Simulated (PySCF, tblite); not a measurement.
# BH₈NO₃Si₃, a small gas-phase stand-in for a defect centre: NMR shifts, core binding energies and electronic excitations, part 1 of 2

Wanted: the NMR shifts, core binding energies and electronic excitations for `OB(O)O[Si]N([SiH3])[SiH3]`. It is drawn as: twofold Si.

Computed with tblite 0.8.0 and PySCF 2.14.0; each step states its level. No surroundings beyond the atoms listed, unless a continuum is named. Atoms count from 0, parts from 1.

## 1. Starting point

16 atoms, charge 0, multiplicity 1; geometry: distance geometry start.

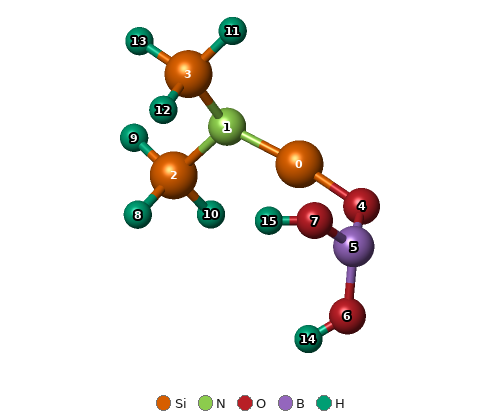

The starting geometry (silicon orange, nitrogen green, oxygen red, boron purple, hydrogen teal), atoms numbered.

## 2. Geometry optimisation with GFN2-xTB

The job: settings as JSON, then the geometry in Å.

```
{"job": {"kind": "relax", "xc": "GFN2-xTB", "basis": "xTB"}, "charge": 0, "multiplicity": 1}
Si    -0.107109     0.075210    -1.117191
N      0.426240    -1.446484    -0.258576
Si     1.985143    -2.218515    -0.840016
Si     0.182045    -1.459956     1.562867
O     -0.422920     1.700889    -1.770006
B      0.270953     2.923210    -1.335328
O      1.418545     3.382222    -2.192687
O      0.438085     3.114153     0.143649
H      3.092742    -1.504484    -0.270438
H      2.030468    -3.552756    -0.472815
H      2.036669    -2.098133    -2.265680
H     -1.142827    -1.105508     1.850918
H      1.070727    -0.538405     2.169591
H      0.436761    -2.768612     2.050509
H      2.348748     3.291190    -1.948408
H      1.123992     2.683398     0.679365
```

Level: GFN2-xTB geometry optimisation, gas phase.

Command:

```sh
OMP_NUM_THREADS=1 python cluster_run.py task.json out
```

The driver reads the jobs from task.json and runs them one after another.

Standard output:

```text
step      E/eV     max force
  0    -699.02873    3.860
  1    -699.91570    3.023
  2    -700.91577    3.294
  3    -701.20565    2.262
  4    -701.70321    1.792
  5    -701.85688    1.421
  6    -702.15162    1.062
  7    -702.30165    1.211
  8    -702.49086    1.035
  9    -702.57038    1.036
 10    -702.72090    1.170
 11    -702.82741    1.060
 12    -702.91416    1.606
 13    -702.93810    1.630
 14    -702.99290    0.464
 15    -703.01408    0.401
 16    -703.06153    0.605
 17    -703.09453    0.750
 18    -703.13949    0.874
 19    -703.19681    0.611
 20    -703.23997    0.409
 21    -703.27347    0.483
 22    -703.26914    1.937
 23    -703.31965    0.439
 24    -703.33315    0.278
 25    -703.35021    0.240
 26    -703.35502    0.220
 27    -703.36422    0.178
 28    -703.36717    0.131
 29    -703.36868    0.094
 30    -703.36968    0.078
 31    -703.37051    0.071
 32    -703.37110    0.075
 33    -703.37161    0.066
 34    -703.37211    0.049
 35    -703.37264    0.069
 36    -703.37326    0.106
 37    -703.37401    0.122
 38    -703.37490    0.108
 39    -703.37584    0.070
 40    -703.37666    0.076
 41    -703.37730    0.077
 42    -703.37783    0.054
 43    -703.37834    0.044
 44    -703.37880    0.049
 45    -703.37916    0.053
 46    -703.37949    0.063
 47    -703.37987    0.060
 48    -703.38031    0.058
 49    -703.38068    0.056
 50    -703.38093    0.051
 51    -703.38116    0.037
 52    -703.38148    0.052
 53    -703.38191    0.057
 54    -703.38242    0.089
 55    -703.38297    0.099
 56    -703.38368    0.088
 57    -703.38481    0.113
 58    -703.38685    0.145
 59    -703.39012    0.197
 60    -703.39380    0.198
 61    -703.39805    0.192
 62    -703.40017    0.241
 63    -703.40228    0.353
 64    -703.40466    0.115
 65    -703.40637    0.142
 66    -703.40888    0.157
 67    -703.41270    0.247
 68    -703.41604    0.141
 69    -703.41745    0.155
 70    -703.41904    0.100
 71    -703.42002    0.050
 72    -703.42079    0.084
 73    -703.42148    0.118
 74    -703.42225    0.129
 75    -703.42297    0.098
 76    -703.42370    0.090
 77    -703.42449    0.062
 78    -703.42520    0.099
 79    -703.42570    0.058
 80    -703.42622    0.126
 81    -703.42694    0.063
 82    -703.42786    0.072
 83    -703.42928    0.091
 84    -703.43041    0.093
 85    -703.43154    0.118
 86    -703.43250    0.078
 87    -703.43317    0.169
 88    -703.43424    0.116
 89    -703.43542    0.133
 90    -703.43688    0.152
 91    -703.43819    0.166
 92    -703.43969    0.138
 93    -703.44161    0.133
 94    -703.44340    0.110
 95    -703.44443    0.132
 96    -703.44507    0.067
 97    -703.44561    0.088
 98    -703.44647    0.084
 99    -703.44790    0.092
100    -703.45056    0.143
101    -703.45198    0.108
102    -703.45297    0.044
103    -703.45334    0.052
104    -703.45365    0.045
105    -703.45410    0.060
106    -703.45477    0.060
107    -703.45573    0.062
108    -703.45616    0.054
109    -703.45651    0.043
110    -703.45684    0.045
111    -703.45725    0.046
112    -703.45768    0.049
113    -703.45808    0.049
114    -703.45842    0.038
115    -703.45869    0.035
116    -703.45891    0.044
117    -703.45910    0.038
118    -703.45928    0.042
119    -703.45949    0.040
120    -703.45970    0.039
121    -703.45999    0.036
122    -703.46031    0.045
123    -703.46063    0.043
124    -703.46092    0.043
125    -703.46122    0.053
126    -703.46154    0.062
127    -703.46190    0.053
128    -703.46223    0.056
129    -703.46261    0.056
130    -703.46306    0.051
131    -703.46373    0.080
132    -703.46445    0.085
133    -703.46527    0.089
134    -703.46594    0.063
135    -703.46671    0.097
136    -703.46743    0.070
137    -703.46828    0.096
138    -703.46895    0.070
139    -703.46946    0.077
140    -703.46988    0.053
141    -703.47025    0.044
142    -703.47078    0.040
143    -703.47119    0.048
144    -703.47156    0.049
145    -703.47180    0.042
146    -703.47198    0.040
147    -703.47213    0.032
148    -703.47225    0.024
149    -703.47235    0.022
150    -703.47244    0.024
151    -703.47255    0.031
152    -703.47266    0.029
153    -703.47273    0.015
154    -703.47275    0.012
155    -703.47277    0.013
156    -703.47279    0.017
157    -703.47283    0.022
158    -703.47288    0.022
159    -703.47295    0.022
160    -703.47302    0.022
161    -703.47311    0.025
162    -703.47324    0.030
163    -703.47342    0.033
164    -703.47360    0.044
165    -703.47377    0.042
166    -703.47392    0.031
167    -703.47413    0.032
168    -703.47439    0.040
169    -703.47470    0.045
170    -703.47500    0.046
171    -703.47533    0.042
172    -703.47575    0.052
173    -703.47613    0.107
174    -703.47683    0.086
175    -703.47755    0.100
176    -703.47884    0.136
177    -703.47964    0.085
178    -703.48058    0.101
179    -703.48139    0.159
180    -703.48239    0.126
181    -703.48357    0.087
182    -703.48549    0.076
183    -703.48791    0.138
184    -703.48895    0.131
185    -703.48929    0.193
186    -703.49136    0.168
187    -703.49268    0.115
188    -703.49443    0.097
189    -703.49693    0.125
190    -703.49819    0.102
191    -703.49930    0.176
192    -703.50029    0.162
193    -703.50194    0.108
194    -703.50301    0.090
195    -703.50449    0.122
196    -703.50520    0.112
197    -703.50622    0.094
198    -703.50731    0.072
199    -703.50788    0.103
200    -703.50883    0.063
201    -703.50883    0.063
202    -703.51793    0.100
203    -703.52007    0.106
204    -703.52183    0.101
205    -703.52404    0.127
206    -703.52401    0.232
207    -703.52515    0.328
208    -703.52456    0.212
209    -703.52944    0.153
210    -703.53155    0.165
211    -703.52854    0.367
212    -703.53176    0.372
213    -703.53282    0.295
214    -703.53650    0.166
215    -703.53769    0.298
216    -703.54047    0.140
217    -703.54152    0.127
218    -703.54288    0.129
219    -703.54271    0.213
220    -703.54386    0.097
221    -703.54160    0.222
222    -703.54474    0.170
223    -703.54081    0.267
224    -703.54577    0.054
225    -703.54581    0.117
226    -703.54671    0.099
227    -703.54753    0.116
228    -703.55038    0.121
229    -703.55251    0.240
230    -703.55414    0.240
231    -703.55708    0.243
232    -703.54527    0.429
233    -703.55476    0.349
234    -703.55977    0.152
235    -703.55551    0.456
236    -703.56012    0.269
237    -703.55994    0.278
238    -703.56279    0.040
239    -703.56292    0.067
240    -703.56319    0.050
241    -703.56329    0.048
242    -703.56352    0.032
243    -703.56364    0.032
244    -703.56374    0.024
245    -703.56387    0.025
246    -703.56392    0.014
247    -703.56395    0.014
248    -703.56396    0.006
```

It took 11 s on 1 thread of Arm Neoverse V1, shared host.

Step by step:

```csv
step,energy from step 0 (eV),largest force (eV/Å)
0,0.0000,3.8592
10,-3.6922,1.1700
20,-4.2112,0.4085
30,-4.3410,0.0781
40,-4.3479,0.0756
50,-4.3522,0.0516
60,-4.3651,0.1980
70,-4.3903,0.0999
80,-4.3975,0.1266
90,-4.4081,0.1520
100,-4.4218,0.1426
110,-4.4281,0.0448
120,-4.4310,0.0389
130,-4.4343,0.0509
140,-4.4411,0.0528
150,-4.4437,0.0238
160,-4.4443,0.0220
170,-4.4463,0.0458
180,-4.4537,0.1262
190,-4.4695,0.1016
200,-4.4801,0.0630
210,-4.5028,0.1652
220,-4.5151,0.0970
230,-4.5254,0.2403
240,-4.5345,0.0499
248,-4.5352,0.0065
```

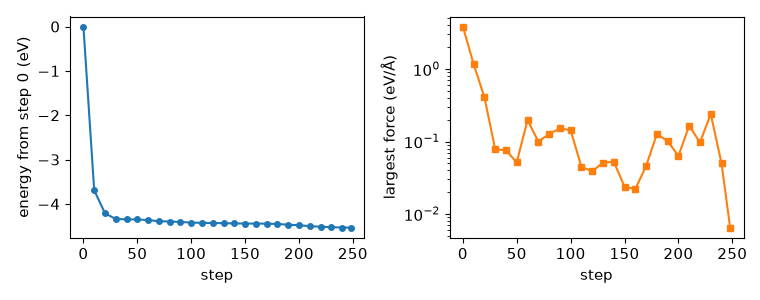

Energy and largest force along the relaxation.

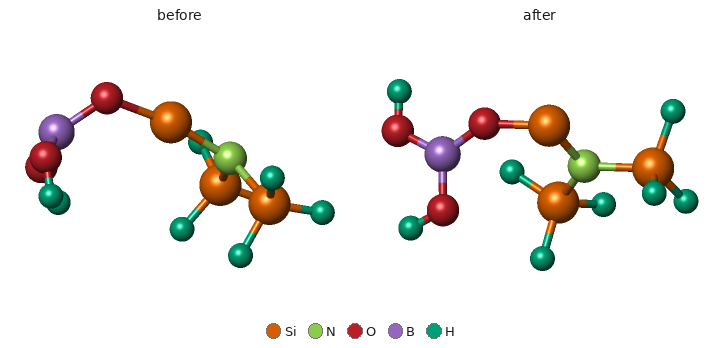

Before and after, at one scale.

Distances of close pairs at the start and the end, largest changes first:

```csv
bond,before (Å),after (Å),change (Å)
Si0–O4,1.780,1.631,-0.149
B5–O6,1.504,1.361,-0.144
B5–O7,1.501,1.366,-0.134
O4–B5,1.471,1.338,-0.133
Si0–N1,1.827,1.727,-0.100
N1–Si3,1.838,1.741,-0.097
N1–Si2,1.834,1.751,-0.083
Si2–H9,1.385,1.464,+0.079
```

## 3. Optimising the geometry at PBE0-D3(BJ)/def2-SVP

The job: settings as JSON, then the geometry in Å.

```
{"job": {"xc": "PBE0", "basis": "def2-SVP", "d3": "d3bj", "grid": 2, "kind": "geom", "shake": 0.01}, "charge": 0, "multiplicity": 1}
Si    -0.333544    -0.125429    -1.679770
N      0.031119    -1.112547    -0.339803
Si     0.441919    -2.671651    -1.014470
Si     0.171871    -0.678528     1.343798
O     -0.733057     1.365484    -1.100983
B     -0.364957     2.314915    -0.212518
O      0.920895     2.326643     0.271611
O     -1.207136     3.295362     0.189858
H      1.612494    -2.493121    -1.872193
H      0.778724    -3.591719     0.096758
H     -0.699283    -3.139947    -1.766803
H     -0.863088     0.336650     1.663295
H      1.469221    -0.228744     1.658971
H     -0.213105    -1.903116     2.089668
H      1.073442     3.040616     0.876388
H     -2.096969     3.253815    -0.181662
```

Standard output:

```text
step   0  E = -1177.58859889  max force = 0.034133
step   1  E = -1177.59886472  max force = 0.014824
step   2  E = -1177.60031187  max force = 0.003862
step   3  E = -1177.60052578  max force = 0.001342
step   4  E = -1177.60052625  max force = 0.002277
step   5  E = -1177.60069047  max force = 0.000998
step   6  E = -1177.60074136  max force = 0.001718
step   7  E = -1177.60079216  max force = 0.000882
step   8  E = -1177.60082663  max force = 0.000723
step   9  E = -1177.60085210  max force = 0.000627
step  10  E = -1177.60088602  max force = 0.000664
step  11  E = -1177.60090981  max force = 0.000616
step  12  E = -1177.60092049  max force = 0.000273
optimisation converged
```

Wall time 4.6 min (1 thread of Arm Neoverse V1, shared host); peak memory 0.82 GiB.

Along the way:

```csv
step,energy from step 0 (eV),largest force component (eV/Å)
0,0.0000,1.7552
1,-0.2793,0.7623
2,-0.3187,0.1986
3,-0.3245,0.0690
4,-0.3246,0.1171
5,-0.3290,0.0513
6,-0.3304,0.0883
7,-0.3318,0.0454
8,-0.3327,0.0372
9,-0.3334,0.0322
10,-0.3343,0.0341
11,-0.3350,0.0317
12,-0.3353,0.0140
```

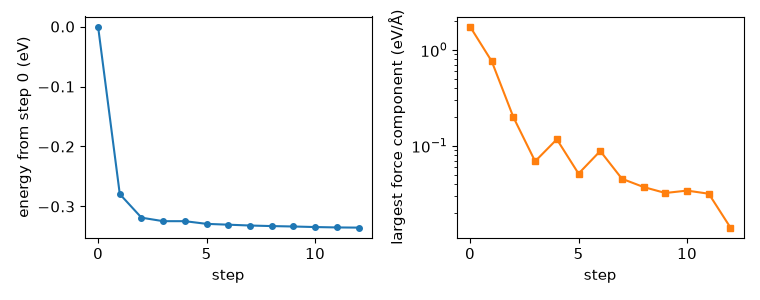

Energy and force, step by step.

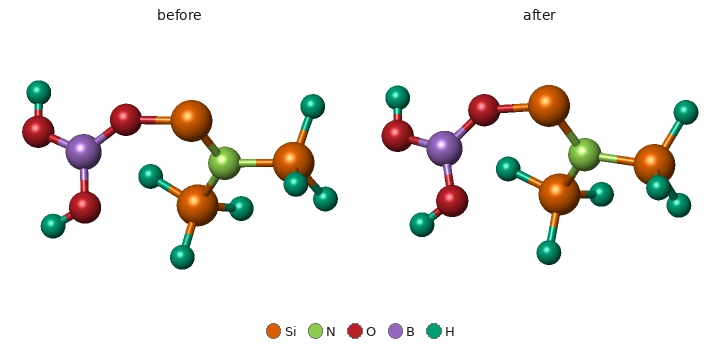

The geometry before (left) and after (right).

Close pairs (by a distance rule), those that changed most:

```csv
bond,before (Å),after (Å),change (Å)
Si3–H12,1.409,1.492,+0.083
Si0–N1,1.704,1.756,+0.052
Si2–H10,1.445,1.493,+0.048
Si2–H8,1.462,1.493,+0.031
Si0–O4,1.648,1.679,+0.030
N1–Si3,1.744,1.771,+0.027
N1–Si2,1.748,1.775,+0.027
O4–B5,1.351,1.367,+0.016
```

The end geometry stands in the next job.

```csv
at the end point,value
point group (found at 0.08 Å tolerance),C1
"rotational constants (GHz, main isotopes)","2.186, 0.718, 0.610"
dipole moment (D),1.42
```

## 4. Nuclear shieldings: PBE0/pcSseg-1

The job: settings as JSON, then the geometry in Å.

```
{"job": {"kind": "nmr", "xc": "PBE0", "basis": "pcSseg-1"}, "charge": 0, "multiplicity": 1}
Si    -0.600727    -0.031962    -1.787167
N     -0.030802    -1.055826    -0.479313
Si     0.588153    -2.639780    -0.986789
Si     0.013858    -0.682963     1.251674
O     -0.960744     1.418610    -1.022730
B     -0.385230     2.327617    -0.178774
O      0.946946     2.221430     0.091642
O     -1.114993     3.331801     0.383216
H      1.799008    -2.502590    -1.849391
H      0.961983    -3.392868     0.246840
H     -0.448854    -3.404778    -1.740794
H     -0.906287     0.451229     1.547051
H      1.393860    -0.364096     1.719736
H     -0.471658    -1.877428     2.008217
H      1.242417     2.904239     0.702221
H     -2.038359     3.286018     0.116638
```

Level: GIAO PBE0/pcSseg-1 NMR shielding, non-relativistic, gas phase.

Standard output:

```text
coarse grid: 15240 points
cycle   1  E = -1177.7422413716  dE =  7.994e-01  |g| = 1.108e+00  |ddm| = 3.662e+00
cycle   2  E = -1177.4763107970  dE =  2.659e-01  |g| = 1.616e+00  |ddm| = 1.647e+00
cycle   3  E = -1177.9587909256  dE = -4.825e-01  |g| = 1.426e-01  |ddm| = 1.092e+00
cycle   4  E = -1177.9618633422  dE = -3.072e-03  |g| = 7.215e-02  |ddm| = 1.356e-01
cycle   5  E = -1177.9627637700  dE = -9.004e-04  |g| = 8.461e-03  |ddm| = 4.315e-02
cycle   6  E = -1177.9627758804  dE = -1.211e-05  |g| = 1.861e-03  |ddm| = 9.007e-03
cycle   7  E = -1177.9627767116  dE = -8.312e-07  |g| = 5.929e-04  |ddm| = 2.757e-03
final grid: 134584 points
cycle   8  E = -1178.0319941080  dE = -2.881e-05  |g| = 8.199e-03  |ddm| = 1.682e-02
cycle   9  E = -1178.0319754376  dE =  1.867e-05  |g| = 1.278e-02  |ddm| = 1.203e-02
cycle  10  E = -1178.0320053390  dE = -2.990e-05  |g| = 1.420e-03  |ddm| = 8.192e-03
cycle  11  E = -1178.0320057481  dE = -4.090e-07  |g| = 3.500e-04  |ddm| = 1.207e-03
cycle  12  E = -1178.0320057695  dE = -2.141e-08  |g| = 5.024e-05  |ddm| = 2.245e-04
cycle  13  E = -1178.0320057700  dE = -5.361e-10  |g| = 1.607e-05  |ddm| = 7.078e-05
converged SCF energy = -1178.0320057700

GIAO shielding tensors (ppm)
atom      isotropic    diamagn.    paramagn.     s11        s22        s33       span
  0 Si     213.190     879.764    -666.575    -98.431    308.100    429.899    528.330
  1 N      153.912     334.296    -180.384    -14.371    222.722    253.385    267.756
  2 Si     401.038     878.648    -477.610    367.998    378.775    456.339     88.341
  3 Si     411.704     881.758    -470.054    374.359    401.235    459.519     85.160
  4 O      120.492     403.064    -282.572    -16.706    182.395    195.788    212.493
  5 B       83.941     198.018    -114.077     73.851     85.029     92.943     19.092
  6 O      241.941     390.867    -148.926    170.704    268.911    286.208    115.504
  7 O      241.068     385.910    -144.841    167.226    260.923    295.055    127.829
  8 H       26.469      28.010      -1.541     22.708     24.864     31.835      9.128
  9 H       26.477      28.073      -1.597     23.280     25.692     30.458      7.178
 10 H       26.347      27.773      -1.426     22.739     24.704     31.598      8.859
 11 H       26.339      33.097      -6.758     22.261     27.629     29.128      6.867
 12 H       26.722      31.041      -4.319     23.647     24.799     31.720      8.074
 13 H       26.820      30.491      -3.671     23.155     25.305     32.000      8.845
 14 H       28.102      30.526      -2.424     21.504     23.747     39.054     17.550
 15 H       27.994      31.375      -3.381     21.400     24.383     38.198     16.798
```

Wall time 36 s (1 thread of Arm Neoverse V1, shared host); peak memory 1.1 GiB.

Shifts follow as δ = σ(reference) − σ, with reference shieldings (ppm) from runs at the same level and on the same kind of geometry: ¹H TMS 31.27, ²⁹Si TMS 352.0, ¹⁵N NH3 265.7, ¹⁷O H2O 334.6, ¹¹B BF3·OEt2 100.7. The references are single molecules in the gas phase, so shifts against H2O, NH3, PH3, H3PO4 or CFCl3 are not on the usual liquid scales and can be off by tens of ppm.

```csv
atoms,environment,σ (ppm),δ (ppm)
H11,hydrogen on a silicon bonded to N,26.34,4.93
H10,hydrogen on a silicon bonded to N,26.35,4.92
H8,hydrogen on a silicon bonded to N,26.47,4.80
H9,hydrogen on a silicon bonded to N,26.48,4.79
H12,hydrogen on a silicon bonded to N,26.72,4.54
H13,hydrogen on a silicon bonded to N,26.82,4.45
H15,hydrogen on an oxygen bonded to B,27.99,3.27
H14,hydrogen on an oxygen bonded to B,28.10,3.17
Si0,"silicon bonded to N, O",213.2,138.8
Si2,"silicon bonded to N, 3 H",401.0,-49.0
Si3,"silicon bonded to N, 3 H",411.7,-59.7
N1,nitrogen bonded to 3 Si,153.9,111.8
O4,"oxygen bonded to B, Si",120.5,214.1
O7,"oxygen bonded to B, H",241.1,93.5
O6,"oxygen bonded to B, H",241.9,92.6
B5,boron bonded to 3 O,83.9,16.8
```

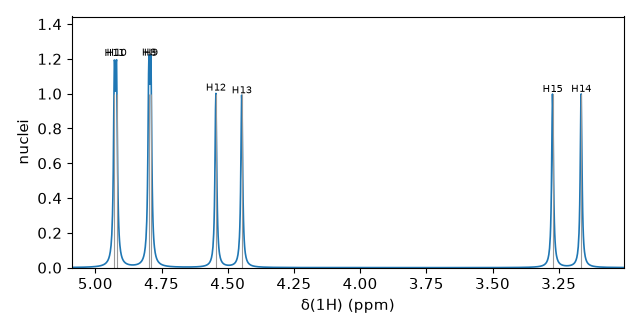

¹H lines at the computed shifts, without couplings. Lines are broadened to a width of 0.01 ppm (Lorentzian).

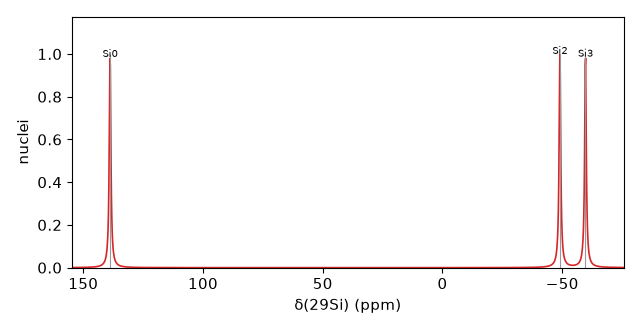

²⁹Si lines at the computed shifts, without couplings. Lines are broadened to a width of 0.79 ppm (Lorentzian).

Charges from the same density, by scheme (e):

```csv
atoms,Mulliken,IAO,Hirshfeld,ESP fit
Si0,0.71,0.74,0.29,-0.09
N1,-1.07,-0.97,-0.34,0.00
Si2,0.64,0.70,0.34,0.17
Si3,0.61,0.70,0.33,0.47
O4,-0.66,-0.64,-0.28,-0.29
B5,0.64,0.60,0.28,0.76
O6,-0.44,-0.57,-0.25,-0.60
O7,-0.42,-0.57,-0.27,-0.72
```

ESP fit charges:

Si0 -0.09; N1 0.00; Si2 0.17; Si3 0.47; O4 -0.29; B5 0.76; O6 -0.60; O7 -0.72; H8 -0.04; H9 -0.05; H10 -0.05; H11 -0.11; H12 -0.13; H13 -0.14; H14 0.40; H15 0.41

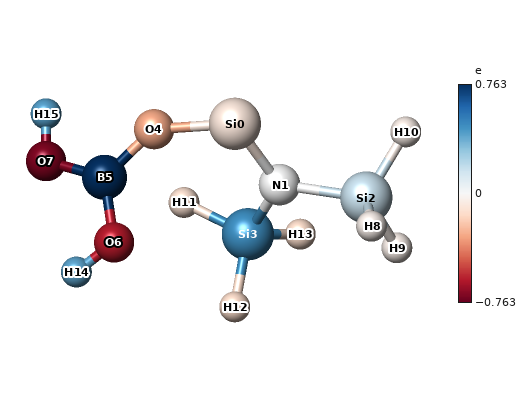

ESP fit charges, as colours on the atoms.

Mayer bond orders: Si0–N1 0.97, N1–Si2 0.86, N1–Si3 0.83, Si0–O4 0.89, O4–B5 1.01, B5–O6 1.15, B5–O7 1.22.

(Continued in part 2 of 2.)
